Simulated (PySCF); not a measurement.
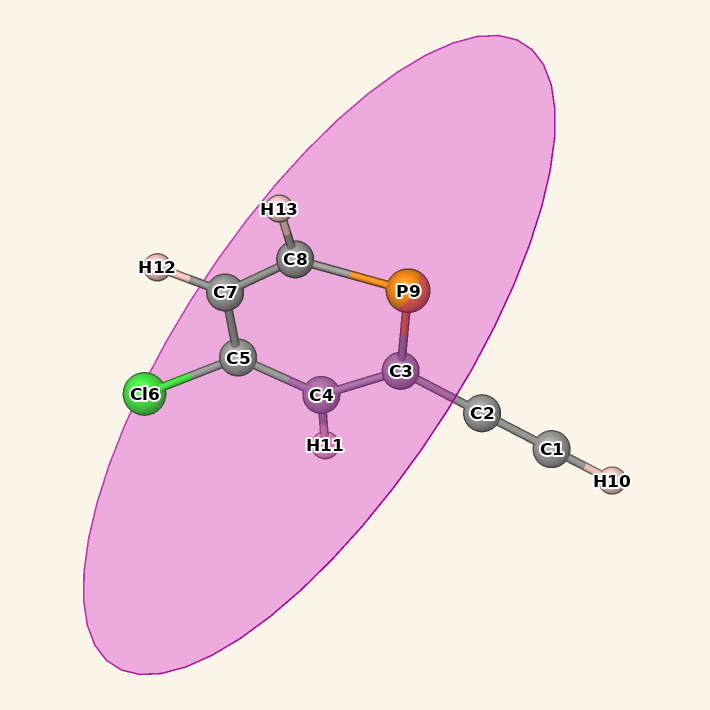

A disc through the centre of mass is drawn in. Atoms fade into the background with distance from the viewer. The geometry was computed by an optimisation with GFN2-xTB. No frequency run is at hand to confirm it as a minimum.

Q: Is the plane of the disc a mirror plane of the structure?

A: No. The point group is Cs, with 1 mirror plane, and this plane isn't one of its mirror planes.
